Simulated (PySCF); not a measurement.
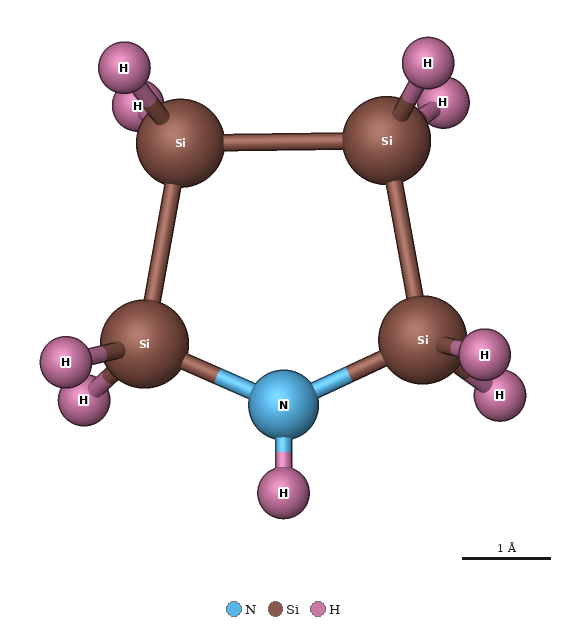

**Figure 1.** The input geometry (ball-and-stick view, seen at a tilt). Bond lengths as drawn: H–N 1.02 Å, H–Si 1.50 Å, N–Si 1.75 Å and Si–Si 2.35 to 2.36 Å.

**NMR shielding calculation, with input and output: Si₄NH₉**

Si₄NH₉, SMILES N1[SiH2][SiH2][SiH2][SiH2]1, computed with GIAO B3LYP/pcSseg-1 NMR shielding, non-relativistic, gas phase (PySCF 2.14.0).

The geometry comes from this level: PBE0-D3(BJ)/def2-SVP. Figures and captions count atoms from 1; the log counts them from 0 in places.

**Output**
```
coarse grid: 13144 points
cycle   1  E = -1218.1556805187  dE =  3.701e-02  |g| = 4.765e-01  |ddm| = 3.415e+00
cycle   2  E = -1218.0681318009  dE =  8.755e-02  |g| = 7.762e-01  |ddm| = 1.067e+00
cycle   3  E = -1218.2016744356  dE = -1.335e-01  |g| = 7.089e-02  |ddm| = 7.947e-01
cycle   4  E = -1218.2029856662  dE = -1.311e-03  |g| = 1.573e-02  |ddm| = 1.130e-01
cycle   5  E = -1218.2030548588  dE = -6.919e-05  |g| = 5.145e-03  |ddm| = 3.071e-02
cycle   6  E = -1218.2030639458  dE = -9.087e-06  |g| = 5.593e-04  |ddm| = 7.898e-03
final grid: 107048 points
cycle   7  E = -1218.2226448686  dE = -5.057e-06  |g| = 3.539e-03  |ddm| = 1.346e-02
cycle   8  E = -1218.2226402787  dE =  4.590e-06  |g| = 5.717e-03  |ddm| = 8.348e-03
cycle   9  E = -1218.2226473984  dE = -7.120e-06  |g| = 4.997e-04  |ddm| = 5.271e-03
cycle  10  E = -1218.2226474423  dE = -4.388e-08  |g| = 7.120e-05  |ddm| = 5.023e-04
cycle  11  E = -1218.2226474439  dE = -1.654e-09  |g| = 1.754e-05  |ddm| = 1.270e-04
cycle  12  E = -1218.2226474440  dE = -1.164e-10  |g| = 2.125e-06  |ddm| = 2.799e-05
```

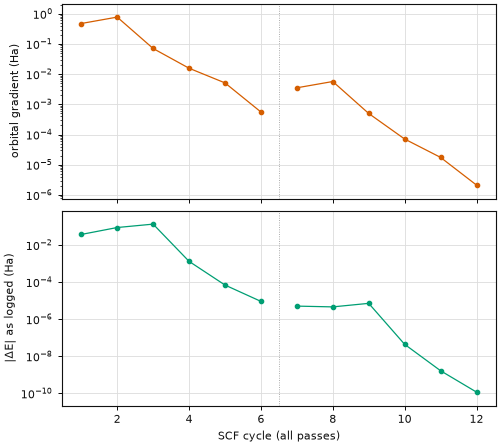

**Figure 2.** Convergence of the self-consistent field: orbital gradient and size of the energy change against the SCF cycle. The dotted line marks the change from a coarse to the final integration grid. The first 6 cycles use a coarse grid, the final grid takes over at cycle 7, and the field converges after 12 cycles in all.

```
converged SCF energy = -1218.2226474440

GIAO shielding tensors (ppm)
atom      isotropic    diamagn.    paramagn.     s11        s22        s33       span
  0 N      255.961     323.340     -67.380    204.184    248.477    315.220    111.036
  1 Si     377.853     878.879    -501.026    316.995    353.976    462.587    145.592
  2 Si     455.504     881.554    -426.051    446.977    456.133    463.401     16.424
  3 Si     455.405     881.684    -426.279    446.885    455.847    463.482     16.597
  4 Si     377.893     879.235    -501.342    317.134    354.023    462.522    145.387
  5 H       31.944      29.285       2.659     21.393     29.815     44.625     23.232
  6 H       26.452      28.118      -1.666     22.574     24.449     32.333      9.759
  7 H       26.461      28.353      -1.893     22.566     24.452     32.364      9.798
  8 H       27.996      29.434      -1.438     24.609     25.078     34.302      9.693
  9 H       28.002      29.533      -1.531     24.620     25.075     34.309      9.688
 10 H       27.999      29.707      -1.708     24.615     25.081     34.302      9.687
 11 H       27.997      29.602      -1.605     24.614     25.073     34.306      9.692
 12 H       26.458      28.857      -2.399     22.572     24.451     32.351      9.779
 13 H       26.455      28.663      -2.209     22.569     24.448     32.347      9.778
```

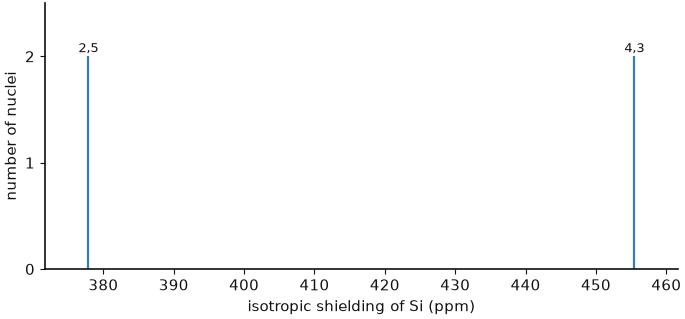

**Figure 3.** Isotropic shieldings of the silicon nuclei in this fixed geometry, labelled by atom number; shielding grows to the right, so chemical shift grows to the left. The least shielded is Si2 (377.9 ppm), the most shielded Si3 (455.5 ppm).

The run was set up as follows.

**Input**
```
{"job": {"kind": "nmr", "xc": "B3LYP", "basis": "pcSseg-1", "pop": false}, "charge": 0, "multiplicity": 1}
N      0.314214    -1.753703     0.417196
Si    -1.422835    -1.552998     0.337871
Si    -1.743192     0.762034     0.045798
Si     0.495371     1.483406    -0.013134
Si     1.601123    -0.574905     0.285153
H      0.626435    -2.714427     0.547785
H     -2.086097    -2.050130     1.587008
H     -2.013497    -2.335681    -0.796486
H     -2.492340     1.365384     1.191329
H     -2.469660     1.064654    -1.226044
H      0.849301     2.124037    -1.317436
H      0.805060     2.436483     1.097521
H      2.512011    -0.888575    -0.863556
H      2.458590    -0.561101     1.515012
```

The first line tells a small driver script what to run in PySCF; the rest is the geometry in Å.

Launched with:
```bash
OMP_NUM_THREADS=1 python <driver script> task.json out
```

**Summary**

- outcome: converged
- total energy: −1218.222647 hartree
- HOMO: −7.20 eV
- LUMO: −0.75 eV
- dipole moment: 0.65 D
- isotropic shielding, N: 256.0 ppm
- isotropic shielding, Si: 377.9 to 455.5 ppm
- isotropic shielding, H: 26.5 to 31.9 ppm
- hardware: 1 CPU thread, shared host
- wall time: 15 s
- peak memory: 0.89 GiB
